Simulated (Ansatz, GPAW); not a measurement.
# STM contrast on a 3-layer slab of Cu(110)

What would a tunnelling microscope show on a 3-layer slab of Cu(110)?

Calculated with GPAW 26.7.0 and Ansatz 0.2.0; Ansatz plane waves; slab in vacuum with a dipole correction, relaxation, in the first sound run; inputs show where later runs differ.

**1. The structure**

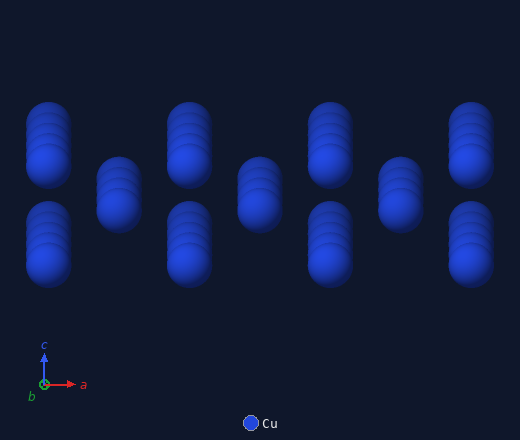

Start, viewed nearly edge on; copper blue. 3×4×1 cells are drawn. Some periodic images of atoms are drawn too.

The cell holds 3 atoms: 3 Cu. Its edges and angles: a = 3.610 Å, b = 2.553 Å, c = 20.553 Å, α = 90.0°, β = 90.0°, γ = 90.0°. Vacuum lies along c.

**2. Relaxation**

Forces are removed first; all later runs use this geometry. The lowest 1 atoms are held at bulk positions and keep their forces.

Contents of input.yaml:

```yaml
crystal:
  lattice:
    - [3.61, 0.0, 0.0]
    - [0.0, 2.5526554801, 0.0]
    - [0.0, 0.0, 20.5526554801]
  atoms:
    - { symbol: Cu, position: [0.0, 0.0, 0.4378996188] }
    - { symbol: Cu, position: [0.5, 0.5, 0.5] }
    - { symbol: Cu, position: [0.0, 0.0, 0.5621003812] }
kpoints:
  mp_grid: { grid: [9, 12, 1] }
hamiltonian:
  xc: pbe
scf:
  occupations: { method: fermi_dirac, width: 0.1 }
efield:
  axis: 3
  dipole_correction: true
  ramp_width: 0.05
relax:
  f_tol: 0.02
  max_steps: 60
  constraints: [{ sites: [0] }]
output:
  write_potential: true
  write_density: true
  volumetric_format: npy
```

Started as:

```sh
> ansatz run input.yaml --threads 4 --pin off --max-ram 8192MiB --backend cpu --events-out ev --progress --plain --runs-dir out
```

Numbers of over 12 decimals in the logs are rounded to 6 here.

What it wrote:

```text
Engine: ansatz 0.2.0, x86_64-unknown-linux-gnu
Pseudopotentials: kind: paw
Pseudopotential: Cu, paw, valence charge 19, recommended cutoff 420 eV (normal), Cu.paw.azcp
Functional definition: PBE
  parameter kappa = 0.804
  parameter beta = 0.066725
  exchange = pbe_x(kappa = kappa, mu = beta*pi^2/3)
  correlation = pbe_c(beta = beta)
Crystal: 3 atoms, lattice volume = 189.394 Å³
Basis set: ecut = 420 eV, 3717 PW (Γ), exchange–correlation on 50×36×288 points (8 copies of the dense FFT grid, shifted against one another)
Bands: 35, of which v1, the nominal top of the filled ones, is band 29 counted from 1 (28 counted from 0)
Symmetry: 4 space group operations
k-points: 35 of 108
Non-local potential: Cu, projectors of the file, l = 0: 3, l = 1: 2, l = 2: 3, l = 3: 1
PAW form: soft (Blöchl's): semilocal exchange-correlation on the pseudo side does not see the compensation charge
PAW one-centre angular grid: Cu, 590 points (default); XC on 64 Gauss nodes
Initial density: superposition of atomic densities (neutral atoms: chi_scale 0, normalization atom), corrected by the library's trained network
Initial wavefunctions: pseudopotential atomic-orbital guess
Functional: x = pbe(κ = 0.804, μ = 0.219515), c = pbe(β = 0.066725)
SCF iter   1: F=—  HF=-19873.711256 eV  |F-HF|=—  |Δ(HF+E_count)|=         —  Δρ=1.49e-3  dr2=3.89e-3  ethr=1.77e-3  p=0.000 e·Å  D=1.67e-13 V/Å  ΔV_dip=-0.00 eV  dr2_dipole=1.07e-9  V_vac-E_F(+/−)=4.49/4.49 eV  ⟨swp⟩=9.2  Hψ=5770  notcnv=0
efield: sawtooth ramp at fractional position 0.9750 (placed from the atoms, in the widest stretch of the axis that holds none; the zero of the levels goes with the place), width 0.0500; the density the first Hamiltonian is built on has a dipole p = 0.000 e·Å; the dipole correction subtracts the counter field D = 1.67e-13 V/Å, which shifts the + side's vacuum level by -0.00 eV against the − side's; the planar-averaged density in the ramp window peaks in size at 7.5e-6 e/Å³
preconditioner: auto → LDOS  [metal: Δε(μ)=0.131 eV  Ē_g=7.204 eV  σ=0.100 eV  W_gap=0.32  n_scr=32 (ndim 8)  ℏωp=15.5 eV  f_vac=0.727  D(μ)=1.03/eV (n_scr^D=6)  β→1.0]
SCF iter   2: F=—  HF=-19873.721296 eV  |F-HF|=—  |Δ(HF+E_count)|=   1.00e-2  Δρ=4.06e-3  dr2=1.90e-2  ethr=6.83e-6  p=-0.000 e·Å  D=-8.78e-8 V/Å  ΔV_dip=0.00 eV  dr2_dipole=1.30e-9  V_vac-E_F(+/−)=4.43/4.43 eV  ⟨swp⟩=3.0  Hψ=3073  notcnv=0  defer=24
SCF iter   3: F=—  HF=-19873.717582 eV  |F-HF|=—  |Δ(HF+E_count)|=   3.71e-3  Δρ=1.18e-3  dr2=1.53e-3  ethr=6.83e-6  p=0.000 e·Å  D=1.73e-6 V/Å  ΔV_dip=-0.00 eV  dr2_dipole=5.88e-10  V_vac-E_F(+/−)=4.45/4.45 eV  ⟨swp⟩=2.0  Hψ=2307  notcnv=0  defer=24
SCF iter   4: F=—  HF=-19873.717219 eV  |F-HF|=—  |Δ(HF+E_count)|=   3.63e-4  Δρ=3.49e-4  dr2=1.63e-4  ethr=2.68e-6  p=0.000 e·Å  D=1.20e-6 V/Å  ΔV_dip=-0.00 eV  dr2_dipole=1.10e-10  V_vac-E_F(+/−)=4.43/4.43 eV  ⟨swp⟩=2.0  Hψ=1857  notcnv=0  defer=24
SCF iter   5: F=—  HF=-19873.717209 eV  |F-HF|=—  |Δ(HF+E_count)|=   9.81e-6  Δρ=2.42e-4  dr2=6.70e-5  ethr=2.87e-7  p=0.000 e·Å  D=2.01e-7 V/Å  ΔV_dip=-0.00 eV  dr2_dipole=9.40e-16  V_vac-E_F(+/−)=4.42/4.42 eV  ⟨swp⟩=2.0  Hψ=1743  notcnv=0  defer=24
SCF iter   6: F=—  HF=-19873.717201 eV  |F-HF|=—  |Δ(HF+E_count)|=   7.75e-6  Δρ=9.89e-5  dr2=1.23e-5  ethr=1.18e-7  p=0.000 e·Å  D=6.65e-7 V/Å  ΔV_dip=-0.00 eV  dr2_dipole=8.34e-13  V_vac-E_F(+/−)=4.42/4.42 eV  ⟨swp⟩=2.0  Hψ=1754  notcnv=0  defer=24
SCF iter   7: F=-19873.717200 eV  HF=-19873.717200 eV  |F-HF|=1.98e-7  |Δ(HF+E_count)|=   1.06e-6  Δρ=1.97e-5  dr2=5.83e-7  ethr=1.75e-8  p=0.000 e·Å  D=2.62e-7 V/Å  ΔV_dip=-0.00 eV  dr2_dipole=1.06e-13  V_vac-E_F(+/−)=4.42/4.42 eV  ⟨swp⟩=11.6  Hψ=10868  notcnv=0
SCF 1 converged in 7 iterations: F = -19873.717200 eV  dr2 = 5.83e-7
  greatest PAW one-centre occupation: 1.000 electrons in one spin orbital (limit 2), on the Cu atom at site 0 (counted from 0), in its partial waves of l = 0
relax step   1: F+E_penalty+E_count = -19873.71720016 eV  Δ(F+E_penalty+E_count) = +0.000e0 eV  max|allowed force component| = 3.354e-1 eV/Å  Δτ_max = 0.0000 Å  (7 SCF iters, dr2 threshold 1.00e-5 eV, accepted)
Initial density: handed on by an earlier stage of this run
Initial wavefunctions: those handed on with the density
iter 1 solved again at ethr=1.54e-5 eV; its pass at ethr=3.10e-3 eV (dr2=8.78e-3 eV) is discarded
SCF iter   1: F=—  HF=-19873.731955 eV  |F-HF|=—  |Δ(HF+E_count)|=         —  Δρ=2.82e-3  dr2=8.67e-3  ethr=1.54e-5  p=0.000 e·Å  D=1.67e-6 V/Å  ΔV_dip=-0.00 eV  dr2_dipole=6.24e-5  V_vac-E_F(+/−)=4.41/4.41 eV  ⟨swp⟩=2.0  Hψ=4533  notcnv=0  defer=28
efield: sawtooth ramp at fractional position 0.9750 (handed on by an earlier solve), width 0.0500; the density the first Hamiltonian is built on has a dipole p = 0.000 e·Å; the dipole correction subtracts the counter field D = 1.67e-6 V/Å, which shifts the + side's vacuum level by -0.00 eV against the − side's; the planar-averaged density in the ramp window peaks in size at 1.1e-5 e/Å³
preconditioner: auto → LDOS  [metal: Δε(μ)=0.131 eV  Ē_g=7.281 eV  σ=0.100 eV  W_gap=0.31  n_scr=32 (ndim 8)  ℏωp=15.5 eV  f_vac=0.728  D(μ)=1.03/eV (n_scr^D=6)  β→1.0]
SCF iter   2: F=—  HF=-19873.733344 eV  |F-HF|=—  |Δ(HF+E_count)|=   1.39e-3  Δρ=4.19e-3  dr2=2.04e-2  ethr=1.52e-5  p=-0.003 e·Å  D=-2.70e-3 V/Å  ΔV_dip=0.06 eV  dr2_dipole=2.84e-4  V_vac-E_F(+/−)=4.48/4.42 eV  ⟨swp⟩=2.0  Hψ=2356  notcnv=0  defer=28  recentre
SCF iter   3: F=—  HF=-19873.730081 eV  |F-HF|=—  |Δ(HF+E_count)|=   3.26e-3  Δρ=2.02e-3  dr2=4.98e-3  ethr=1.52e-5  p=0.000 e·Å  D=2.35e-4 V/Å  ΔV_dip=-0.00 eV  dr2_dipole=6.78e-5  V_vac-E_F(+/−)=4.41/4.41 eV  ⟨swp⟩=2.0  Hψ=2317  notcnv=0  defer=28
SCF iter   4: F=—  HF=-19873.729057 eV  |F-HF|=—  |Δ(HF+E_count)|=   1.02e-3  Δρ=1.60e-4  dr2=5.15e-5  ethr=8.74e-6  p=0.000 e·Å  D=6.19e-5 V/Å  ΔV_dip=-0.00 eV  dr2_dipole=5.02e-6  V_vac-E_F(+/−)=4.42/4.42 eV  ⟨swp⟩=2.0  Hψ=1729  notcnv=0  defer=29
SCF iter   5: F=—  HF=-19873.729080 eV  |F-HF|=—  |Δ(HF+E_count)|=   2.28e-5  Δρ=2.01e-4  dr2=4.57e-5  ethr=9.03e-8  p=0.000 e·Å  D=1.00e-4 V/Å  ΔV_dip=-0.00 eV  dr2_dipole=1.29e-9  V_vac-E_F(+/−)=4.42/4.42 eV  ⟨swp⟩=2.0  Hψ=2090  notcnv=0  defer=29
SCF iter   6: F=-19873.729083 eV  HF=-19873.729076 eV  |F-HF|=6.39e-6  |Δ(HF+E_count)|=   3.77e-6  Δρ=3.22e-5  dr2=1.20e-6  ethr=1.23e-8  p=0.000 e·Å  D=1.30e-4 V/Å  ΔV_dip=-0.00 eV  dr2_dipole=2.53e-8  V_vac-E_F(+/−)=4.42/4.43 eV  ⟨swp⟩=10.1  Hψ=10356  notcnv=0
SCF 2 converged in 6 iterations: F = -19873.729083 eV  dr2 = 1.20e-6
[...]
preconditioner: auto → LDOS  [metal: Δε(μ)=0.111 eV  Ē_g=7.334 eV  σ=0.100 eV  W_gap=0.26  n_scr=32 (ndim 8)  ℏωp=15.5 eV  f_vac=0.730  D(μ)=1.04/eV (n_scr^D=6)  β→1.0]
SCF iter   2: F=—  HF=-19873.744188 eV  |F-HF|=—  |Δ(HF+E_count)|=   1.92e-3  Δρ=6.17e-3  dr2=4.44e-2  ethr=3.87e-5  p=-0.003 e·Å  D=-2.77e-3 V/Å  ΔV_dip=0.06 eV  dr2_dipole=2.29e-4  V_vac-E_F(+/−)=4.50/4.44 eV  ⟨swp⟩=2.0  Hψ=2667  notcnv=0  defer=29  recentre
SCF iter   3: F=—  HF=-19873.737883 eV  |F-HF|=—  |Δ(HF+E_count)|=   6.30e-3  Δρ=3.31e-3  dr2=1.33e-2  ethr=3.87e-5  p=0.001 e·Å  D=9.31e-4 V/Å  ΔV_dip=-0.02 eV  dr2_dipole=1.03e-4  V_vac-E_F(+/−)=4.40/4.42 eV  ⟨swp⟩=2.0  Hψ=2322  notcnv=0  defer=29
SCF iter   4: F=—  HF=-19873.735316 eV  |F-HF|=—  |Δ(HF+E_count)|=   2.57e-3  Δρ=4.13e-4  dr2=2.21e-4  ethr=2.33e-5  p=0.000 e·Å  D=2.03e-4 V/Å  ΔV_dip=-0.00 eV  dr2_dipole=7.12e-6  V_vac-E_F(+/−)=4.42/4.43 eV  ⟨swp⟩=2.0  Hψ=1794  notcnv=0  defer=29
SCF iter   5: F=—  HF=-19873.735305 eV  |F-HF|=—  |Δ(HF+E_count)|=   1.11e-5  Δρ=2.50e-4  dr2=7.33e-5  ethr=3.87e-7  p=0.000 e·Å  D=2.28e-4 V/Å  ΔV_dip=-0.00 eV  dr2_dipole=4.73e-7  V_vac-E_F(+/−)=4.42/4.43 eV  ⟨swp⟩=3.1  Hψ=2337  notcnv=0  defer=29
SCF iter   6: F=—  HF=-19873.735310 eV  |F-HF|=—  |Δ(HF+E_count)|=   5.15e-6  Δρ=6.68e-5  dr2=5.23e-6  ethr=1.29e-7  p=0.000 e·Å  D=2.33e-4 V/Å  ΔV_dip=-0.00 eV  dr2_dipole=9.93e-9  V_vac-E_F(+/−)=4.42/4.43 eV  ⟨swp⟩=2.0  Hψ=1675  notcnv=0  defer=29
SCF iter   7: F=—  HF=-19873.735323 eV  |F-HF|=—  |Δ(HF+E_count)|=   1.31e-5  Δρ=5.95e-5  dr2=4.51e-6  ethr=4.68e-9  p=0.000 e·Å  D=9.62e-5 V/Å  ΔV_dip=-0.00 eV  dr2_dipole=1.12e-7  V_vac-E_F(+/−)=4.42/4.43 eV  ⟨swp⟩=11.3  Hψ=10907  notcnv=0
SCF iter   8: F=-19873.735325 eV  HF=-19873.735325 eV  |F-HF|=3.61e-7  |Δ(HF+E_count)|=   1.26e-6  Δρ=1.74e-5  dr2=5.28e-7  ethr=4.68e-9  p=0.000 e·Å  D=7.46e-5 V/Å  ΔV_dip=-0.00 eV  dr2_dipole=5.84e-8  V_vac-E_F(+/−)=4.42/4.43 eV  ⟨swp⟩=9.3  Hψ=9516  notcnv=0
SCF 3 converged in 8 iterations: F = -19873.735325 eV  dr2 = 5.28e-7
relax step   3: F+E_penalty+E_count = -19873.73532498 eV  Δ(F+E_penalty+E_count) = -6.242e-3 eV  max|allowed force component| = 2.687e-2 eV/Å  Δτ_max = 0.0653 Å  (8 SCF iters, dr2 threshold 2.67e-6 eV, accepted)
SCF iter   1: F=—  HF=-19873.735475 eV  |F-HF|=—  |Δ(HF+E_count)|=         —  Δρ=4.26e-4  dr2=1.94e-4  ethr=4.18e-6  p=0.000 e·Å  D=7.43e-5 V/Å  ΔV_dip=-0.00 eV  dr2_dipole=1.11e-6  V_vac-E_F(+/−)=4.43/4.43 eV  ⟨swp⟩=2.4  Hψ=2585  notcnv=0  defer=28
efield: sawtooth ramp at fractional position 0.9750 (handed on by an earlier solve), width 0.0500; the density the first Hamiltonian is built on has a dipole p = 0.000 e·Å; the dipole correction subtracts the counter field D = 7.43e-5 V/Å, which shifts the + side's vacuum level by -0.00 eV against the − side's; the planar-averaged density in the ramp window peaks in size at 1.7e-5 e/Å³
preconditioner: auto → LDOS  [metal: Δε(μ)=0.114 eV  Ē_g=7.357 eV  σ=0.100 eV  W_gap=0.26  n_scr=32 (ndim 8)  ℏωp=15.5 eV  f_vac=0.730  D(μ)=1.02/eV (n_scr^D=6)  β→1.0]
SCF iter   2: F=—  HF=-19873.735482 eV  |F-HF|=—  |Δ(HF+E_count)|=   7.23e-6  Δρ=5.95e-4  dr2=4.17e-4  ethr=3.40e-7  p=0.000 e·Å  D=3.91e-4 V/Å  ΔV_dip=-0.01 eV  dr2_dipole=5.98e-6  V_vac-E_F(+/−)=4.42/4.43 eV  ⟨swp⟩=2.1  Hψ=2538  notcnv=0  defer=29
SCF iter   3: F=—  HF=-19873.735460 eV  |F-HF|=—  |Δ(HF+E_count)|=   2.25e-5  Δρ=4.76e-4  dr2=2.53e-4  ethr=3.40e-7  p=-0.000 e·Å  D=-1.15e-4 V/Å  ΔV_dip=0.00 eV  dr2_dipole=1.12e-6  V_vac-E_F(+/−)=4.43/4.43 eV  ⟨swp⟩=2.0  Hψ=2272  notcnv=0  defer=29
SCF iter   4: F=—  HF=-19873.735414 eV  |F-HF|=—  |Δ(HF+E_count)|=   4.53e-5  Δρ=1.87e-4  dr2=3.85e-5  ethr=3.40e-7  p=-0.000 e·Å  D=-1.21e-4 V/Å  ΔV_dip=0.00 eV  dr2_dipole=5.30e-8  V_vac-E_F(+/−)=4.43/4.43 eV  ⟨swp⟩=2.0  Hψ=1600  notcnv=0  defer=29
SCF iter   5: F=—  HF=-19873.735410 eV  |F-HF|=—  |Δ(HF+E_count)|=   4.64e-6  Δρ=5.18e-5  dr2=2.87e-6  ethr=6.75e-8  p=-0.000 e·Å  D=-3.48e-5 V/Å  ΔV_dip=0.00 eV  dr2_dipole=6.86e-9  V_vac-E_F(+/−)=4.43/4.43 eV  ⟨swp⟩=2.0  Hψ=1672  notcnv=0  defer=29
SCF iter   6: F=-19873.735409 eV  HF=-19873.735409 eV  |F-HF|=2.77e-7  |Δ(HF+E_count)|=   6.16e-7  Δρ=7.11e-6  dr2=5.77e-8  ethr=1.75e-10  p=-0.000 e·Å  D=-1.49e-5 V/Å  ΔV_dip=0.00 eV  dr2_dipole=5.31e-10  V_vac-E_F(+/−)=4.43/4.43 eV  ⟨swp⟩=9.1  Hψ=9642  notcnv=0
SCF 4 converged in 6 iterations: F = -19873.735409 eV  dr2 = 5.77e-8
relax step   4: F+E_penalty+E_count = -19873.73540950 eV  Δ(F+E_penalty+E_count) = -8.451e-5 eV  max|allowed force component| = 1.567e-3 eV/Å  Δτ_max = 0.0069 Å  (6 SCF iters, accepted)
NSCF: frozen V_eff on 35 k-points
the band table was solved once a step of the walk had ended and its energy, with any forces and stress, was formed, with the checks that follow a solve (8019 applications of the Hamiltonian). They found nothing against the state; the energy, forces and stress were not computed again (output.eigenvalues in the input reference)
WARN: The input density's exchange-correlation potential varies sharply where the density is thin. Do not read a vacuum level from v_tot or v_xc, or from such a field of the output density. On a cell that repeats whose density bears no net charge and no dipole along the vacuum's axis use v_es (v_loc + v_h of the components); under efield.dipole_correction with no amplitude use v_es + v_field, which holds any external [...]
SCF converged after 6 iterations
Free energy (F): -19873.735409 eV
Harris-Foulkes:  -19873.735409 eV  (|F-HF|=2.77e-7)
Internal energy: -19873.702273 eV  (E = F + TS)
E sigma→0 (E₀):  -19873.718841 eV
Entropy (-TS):   -0.033137 eV (-11.046 meV/atom)
Fermi energy:    -0.428577 eV
Dipole field:    D = 0.000017 V/Å  (p = 0.000018 e·Å, saw-weighted, corrected)
Work function:   Φ+ = 4.4251 eV   Φ− = 4.4255 eV
Levels:          The Fermi level and band energies are counted from a zero that moves with the ramp; work functions are not
--- Per-component energies (eV) ---
  E_band       = -2033.646107
  E_kinetic    = 898.098934
  E_local      = -87127.235972  (includes V_loc(G=0)·N_el)
  E_nonlocal   = 1180.178742
  E_hartree    = 42365.120188
  E_xc         = -264.302358
  E_vxc        = -340.656836  (∫ρ·V_xc dr)
  E_paw        = -4998.696789  (= ΣΔE_a)
  E_vpaw       = -1374.232924  (= ΣTr[D̂ρ^β])
  E_aug_tail   = 0.000840  (compensation charges beyond the density's cutoff)
  E_efield     = 0.000000  (sawtooth field / dipole correction)
  E_vefield    = 0.000049  (∫n·V_field dr)
  E_ewald      = 28073.134143
  E_smearing   = -0.033137  (= −TS)
  E_closure    = -0.000000  (closes the sum)
  Σ components = -19873.735409   (vs F -19873.735409, Δ=0.00e0)
--- Forces (eV/Å), atoms counted from 1 ---
  atom   1  Cu     0.00000000     0.00000000     0.00148951
  atom   2  Cu     0.00000000     0.00000000     0.00001439
  atom   3  Cu    -0.00000000     0.00000000    -0.00156710
  max |Σ_I F_I| component: 6.32e-5 eV/Å
--- Band table (eV; the first three rows and the last of 35) ---
  k-point 0: bands = [... 25 lower, -2.0763, -1.8618, -1.7873, -1.7007, 0.5584, 3.3162, 3.3545, 3.8999, ... 2 higher]
  k-point 1: bands = [... 25 lower, -1.9665, -1.9452, -1.7816, -1.6851, 0.7430, 3.5110, 3.6094, 4.0606, ... 2 higher]
  k-point 2: bands = [... 25 lower, -2.0885, -1.9221, -1.8328, -1.4964, 1.2646, 3.9765, 4.4130, 4.5411, ... 2 higher]
  k-point 34: bands = [... 25 lower, -1.7538, -1.6756, 0.5504, 0.9733, 4.1290, 4.3349, 4.8946, 5.5323, ... 2 higher]
--- Relaxed structure (4 steps of the walk, 4 accepted, 0 SCFs on fresh bases) ---
  F+E_penalty+E_count = -19873.73540950 eV   max|allowed force component| = 1.567e-3 eV/Å
  atoms:
    - { symbol: Cu, position: [0.0, 0.0, 0.437900] }
    - { symbol: Cu, position: [0.5, 0.5, 0.497521] }
    - { symbol: Cu, position: [-4.699830308786114e-18, 0.0, 0.557143] }
```

It took 15 s on 4 threads of Intel Xeon Platinum 8488C (Sapphire Rapids), shared host; peak memory 0.61 GiB.

The steps of the relaxation:

```tsv
step	energy less that of the first step (eV)	largest force component (eV/Å)
1	0.0000	0.3354
2	-0.0119	0.2066
3	-0.0181	0.0269
4	-0.0182	0.0016
```

Forces are held to the 4 operations that the run works with; a distortion that breaks them can't arise in this run.

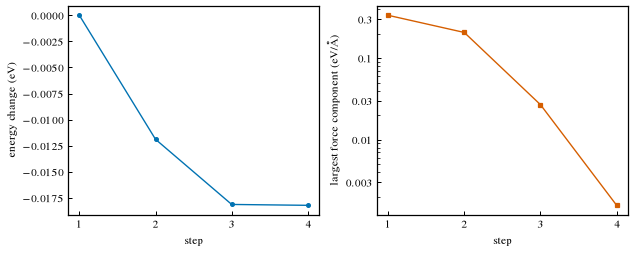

Energy and largest force along the relaxation.

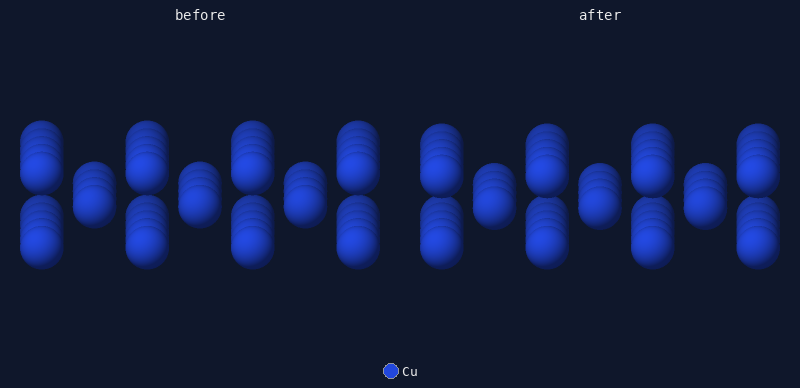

The structure before and after the relaxation, drawn at the same scale.

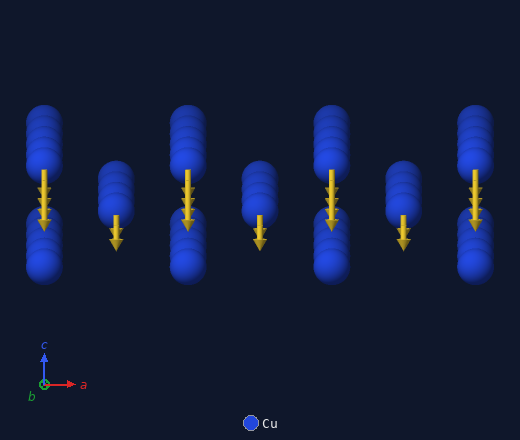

Displacements in the relaxation, exaggerated; the longest in the cell stands for 0.10 Å. 3×4×1 cells are drawn. Some periodic images of atoms are drawn too.

The atoms that moved most (Å):

```tsv
atom	dx	dy	dz	length
Cu3	0.000	0.000	-0.102	0.102
Cu2	0.000	0.000	-0.051	0.051
```

The relaxed structure:

```cif
data_structure
_symmetry_space_group_name_H-M 'P 1'
_symmetry_Int_Tables_number 1
_cell_length_a 3.6100
_cell_length_b 2.5527
_cell_length_c 20.5527
_cell_angle_alpha 90.000
_cell_angle_beta 90.000
_cell_angle_gamma 90.000
_cell_volume 189.39
loop_
_atom_site_label
_atom_site_type_symbol
_atom_site_fract_x
_atom_site_fract_y
_atom_site_fract_z
_atom_site_occupancy
Cu1 Cu 0.00000 0.00000 0.43790 1
Cu2 Cu 0.50000 0.50000 0.49752 1
Cu3 Cu 0.00000 0.00000 0.55714 1
```

Numbers from this step:

| Quantity | Value |
| --- | --- |
| free energy | -19873.7354 eV |
| smearing term TS | 0.03314 eV |
| symmetry operations | 4 |
| upper work function | 4.425 eV |
| lower work function | 4.425 eV |
| dipole along the normal | 1.78e-5 e·Å |
| dipole field | 1.70e-5 V/Å |
| vacuum level above | 3.997 eV |
| vacuum level below | 3.997 eV |

Electrostatic potential energy of an electron (with the applied field's), less the Fermi level, planar mean against z:

```tsv
z (Å)	electrostatic potential energy of an electron (with the applied field's), less the Fermi level, planar mean (eV)
0	4.43
2	4.43
4	4.43
6	4.41
8	2.42
10	-9.62
12	-3.38
14	4.39
16	4.43
18	4.43
20	4.43
```

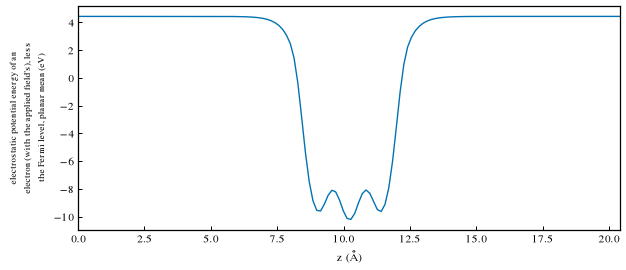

Electrostatic potential energy of an electron (with the applied field's), less the Fermi level, planar mean against z.

The valence density, planar mean oscillates, so the rows of the table below give means over windows of 2 Å about each position, cut where the curve ends. Its maxima inside the range that stand out by 2 % of the span (Å: e/Å³): 9.0: 2.93, 10.3: 2.92, 11.4: 2.92. Its minima: 9.6: 0.689, 10.8: 0.669.

Table of valence density, planar mean by z; means over each step:

```tsv
z (Å)	valence density, planar mean (e/Å³)
4	6.7e-6
6	0.00110
8	0.520
10	1.60
12	0.964
14	0.00347
16	2.2e-5
```

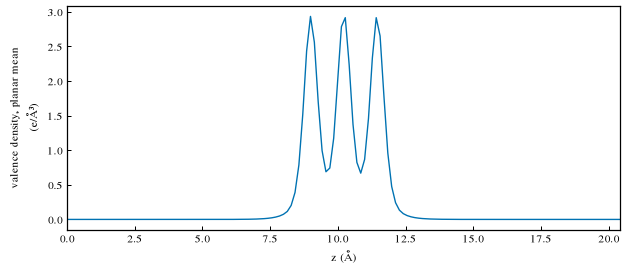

Valence density, planar mean against z.

The relaxation lowered the energy of the cell by 0.0182 eV.

(Part 1 of 2 ends here.)

[Logs are printed without paths, hosts, clocks, repeated set-up lines and the standing remarks that a program may print on its own settings, such as how far it seeks lower states.]

[Hosts, paths, dates, database ids (printed as entryN), source tags and the programs' standing remarks are cut or masked in the printed files.]
